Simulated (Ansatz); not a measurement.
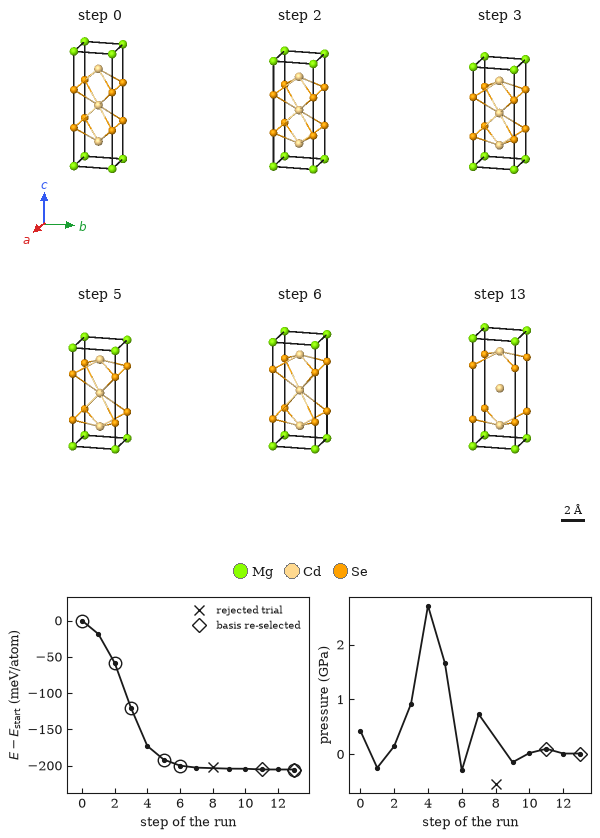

Frames of a relaxation of crystalline MgCd3Se2 (a generated structure, set up in P4/mmm), marked on the history of the run. Style: ball-and-stick. Shown: the cell of the calculation, slightly off an axis.

These are results of DFT PBE, scalar-relativistic, plane waves, PAW in Ansatz 0.2.0, not measurements. (plane-wave cutoff 420 eV; k-point mesh 10 × 10 × 4; occupations gaussian; smearing width 0.1 eV; no spin polarisation; cell and atoms relaxed; force threshold 0.01 eV/Å; at most 80 steps)

**Describe the path.**

After 10 accepted moves (13 points after the start) the energy has fallen by 205 meV per atom. The largest force component goes from 0.1 to 0.0019 eV/Å. Pressure: 0.43 GPa at the start and 0.01 GPa at the end. The line search rejected the trial step at point 8 of the run. At 2 points the geometry stayed and the basis and grid were re-selected for the new cell (energy shift of 1.0 meV per atom at most each time). The largest moves relative to the cell, 0.85 Å, are those of Se atoms. Largest moves by element: Se 0.85 Å, Cd 0.27 Å. Mg stays in place. Cell: a = b 3.576 → 3.946 Å (+10.3 %), c 10.691 → 10.041 Å (−6.1 %). Volume +14.4 %. Among the contacts that change: Mg–Se 3.574 → 2.504 Å, Cd–Se 3.088 → 3.758 Å, Cd–Se 2.997 → 2.940 Å. Bond angles that change, for instance: Se–Cd–Se 115.1° → 143.3°, Cd–Se–Cd 115.1° → 143.3°, Se–Cd–Se 73.2° → 84.3°. The space group stays P4/mmm (No. 123). The run took 18 min on 1 thread of Intel(R) Xeon(R) Processor @ 2.50GHz (Skylake/Cascade Lake), with other jobs on the host, peak memory 0.74 GiB. From step 0 to 2: Se atoms move most (0.15 Å), energy −58.3 meV per atom. From step 2 to 3: Se atoms move most (0.15 Å), volume −0.6 %, energy −62.2 meV per atom. From step 3 to 5: Se atoms move most (0.33 Å), volume +6.9 %, energy −71.1 meV per atom. From step 5 to 6: Se atoms move most (0.05 Å), volume +4.3 %, energy −8.4 meV per atom. From step 6 to 13: Se atoms move most (0.12 Å), volume +3.1 %, energy −5.3 meV per atom.
